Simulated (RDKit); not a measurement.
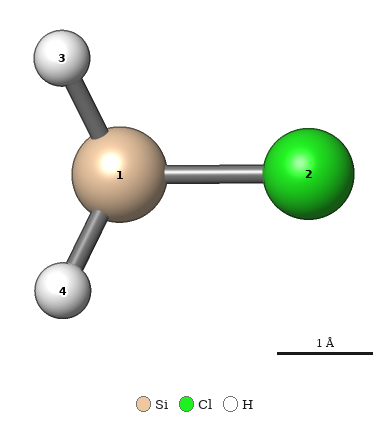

Figure 1. The structure (ball-and-stick view, seen on its broad side; atoms are numbered from 1 in the order of the input).

## Property calculation, with input and output: SiH2Cl

System: SiH2Cl, multiplicity 2, SMILES [SiH2]Cl.
Method: EHT (RDKit 2026.09.1).

The geometry comes from this level: GFN2-xTB.

**The input (ff.py)**
```python
import json
import numpy as np
from rdkit import Chem
from rdkit.Chem import AllChem
from rdkit.Chem import rdDetermineBonds
from rdkit.Chem import rdEHTTools

molecule = Chem.MolFromXYZFile("mol.xyz")
symbols = [a.GetSymbol() for a in molecule.GetAtoms()]
start = molecule.GetConformer().GetPositions().copy()

ok, res = rdEHTTools.RunMol(molecule, keepOverlapAndHamiltonianMatrices=True)
if not ok:
    raise RuntimeError("the extended Hueckel run failed")
eps = np.array(res.GetOrbitalEnergies())
nel = res.numElectrons
homo = (nel + 1) // 2 - 1
print(f"{res.numOrbitals} orbitals, {nel} valence electrons, sum of one-electron energies {res.totalEnergy:.4f} eV")
for i in range(max(0, homo - 3), min(len(eps), homo + 6)):
    print(f"{i + 1:4d} {eps[i]:10.4f} eV", "(HOMO)" if i == homo else "(LUMO)" if i == homo + 1 else "")
q = np.array(res.GetAtomicCharges())
print("Mulliken charges:", " ".join(f"{a}{i + 1}={c:+.3f}" for i, (a, c) in enumerate(zip(symbols, q))))
op = res.GetReducedOverlapPopulationMatrix()
pairs = [(k, i, op[i * (i + 1) // 2 + k]) for i in range(len(symbols)) for k in range(i) if abs(op[i * (i + 1) // 2 + k]) > 0.1]
print("reduced overlap populations above 0.1")
for k, i, p in pairs:
    print(f"  {symbols[k]}{k + 1}-{symbols[i]}{i + 1} {p:7.3f}")
json.dump(dict(symbols=symbols, start=start.tolist(), energy=res.totalEnergy * 23.060548, homo=eps[homo], lumo=eps[homo + 1] if homo + 1 < len(eps) else None, orbital_energies=eps.round(4).tolist(), charges_mulliken=q.tolist(), bond_orders=[[k + 1, i + 1, round(p, 4)] for k, i, p in pairs], nel=nel), open("results.json", "w"))
```

**File mol.xyz**
```
4

Si    -0.283580     0.237700     0.131590
Cl     1.597690    -0.059610     0.811090
H     -1.065000    -0.978280     0.263310
H     -0.249110     0.800200    -1.205980
```

Run on 1 thread of Intel Xeon (Sapphire Rapids), 16 GiB of memory available, shared host.

Run as:
```bash
python ff.py
```

**Output**
```
10 orbitals, 13 valence electrons, sum of one-electron energies -219.4350 eV
   4   -14.7470 eV
   5   -14.3029 eV
   6   -13.6667 eV
   7    -8.5470 eV (HOMO)
   8     7.9901 eV (LUMO)
   9     8.5110 eV
  10    24.1742 eV
Mulliken charges: Si1=+0.643 Cl2=-0.246 H3=-0.198 H4=-0.199
reduced overlap populations above 0.1
  Si1-Cl2   0.733
  Si1-H3   0.731
  Si1-H4   0.731
```

**Key numbers**

| quantity | value |
| --- | --- |
| outcome | converged |
| total energy | −8.064086 hartree |
| peak memory | 0.074 GiB |
